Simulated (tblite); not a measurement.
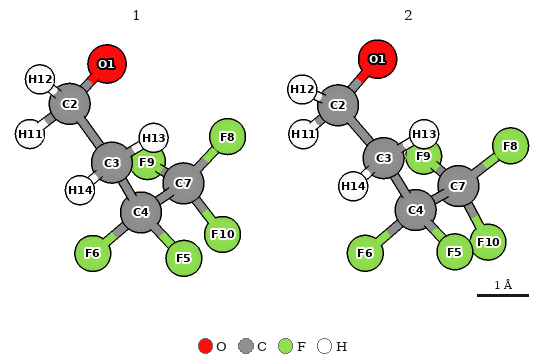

Two geometries of C4H4F5O (charge −1), drawn at one scale. One is the start of a relaxation, the other its converged end. A ball-and-stick model, seen from a free direction.

Method: GFN2-xTB geometry optimisation, gas phase (tblite). 

Which of the two is the end point?

Answer. Structure 1 is the relaxed one. F8 moves most after the best rigid fit: 0.29 Å. By element the largest moves are F 0.29 Å, H 0.28 Å, O 0.25 Å, C 0.11 Å. Among the contacts that change: C2–C3 1.531 → 1.632 Å, C2–H12 1.102 → 1.144 Å, C3–C4 1.526 → 1.492 Å, C2–H11 1.110 → 1.143 Å. Among the angles between lasting bonds that change: O1–C2–C3 107.2° → 113.7°, H13–C3–H14 105.4° → 110.5°, C3–C4–F5 106.4° → 111.4°. After 70 geometry steps the energy has fallen by 37.1 kJ/mol.
